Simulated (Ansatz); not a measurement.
GaAs (zinc blende)

```
GaAs
1.0
    0.00000     5.74558     5.74558
    2.87279     2.87279     5.74558
    2.87279     2.87279     0.00000
As Ga
2 2
Direct
  0.00000   0.75000   0.75000
  0.50000   0.75000   0.75000
  0.00000   0.00000   0.00000
  0.50000   0.00000   0.00000
```

The atoms are displaced by Q × the pattern below (from a DFPT mode at X = (0.5, 0.5, 0.0), largest move 1; Q in Å), at fixed cell. (q is in reciprocal vectors of the primitive cell; the cell shown is doubled to hold the pattern.)

```
atom      x      y       z
----  -----  -----  ------
Ga3   0.000  0.000  -1.000
Ga4   0.000  0.000   1.000
```

Atoms not listed stay in place.

Computed with PBE (plane waves to 420 eV, PAW, scalar-relativistic; Ansatz, a program for electronic structure). k mesh 10×10×10 (Γ-centred), Fermi-Dirac smearing 0.05 eV. Energies are smeared free energies. GaAs was relaxed with its symmetry unable to fall. ΔE is measured from the undisplaced structure.

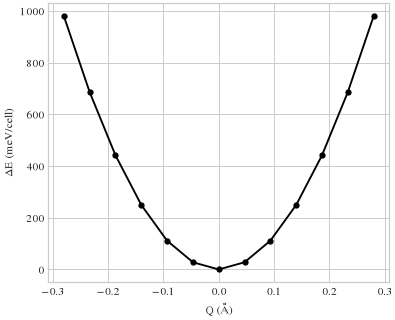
Fig. 1. ΔE (meV/cell) against Q (Å); markers are the computed points, lines only join them.

Question: What is the energy change at Q = 0.280 Å?

Answer: About 980 meV/cell.

Question: What harmonic wavenumber does the curvature at Q = 0 give?

Answer: About 220 cm⁻¹.

(A displaced cell: forces are minus the slopes of the energy, force constants its curvatures, and phonons follow from these.)
